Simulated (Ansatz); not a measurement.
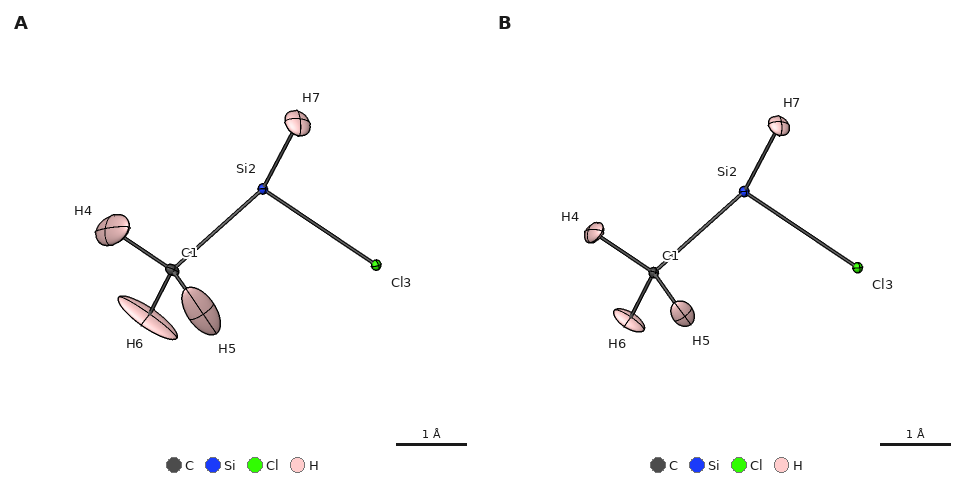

Displacement ellipsoids at the 50 % level, scaled by 0.7, from the internal vibrations of the free molecule (harmonic, no overall translation or rotation; no half-axis is drawn under 0.075 Å). State: neutral, doublet. Vibrations computed with UKS PBE0-D4/def2-TZVP (Ansatz 0.2.0). One panel is for 100 K, the other for 600 K.

Question: Which panel is for 600 K?

Answer: A.

Question: How much does the mean-square displacement of H4 grow, and why?

Answer: U_eq goes from 0.0285 to 0.0946 Å², a factor of 3.3. Modes below kT (417 cm⁻¹ at 600 K) grow about in proportion to T, and the lowest lies at 148 cm⁻¹; the mean-square amplitude of a mode is its zero-point value times coth(ħω/2kT), which comes close to 1 only above about 3kT.
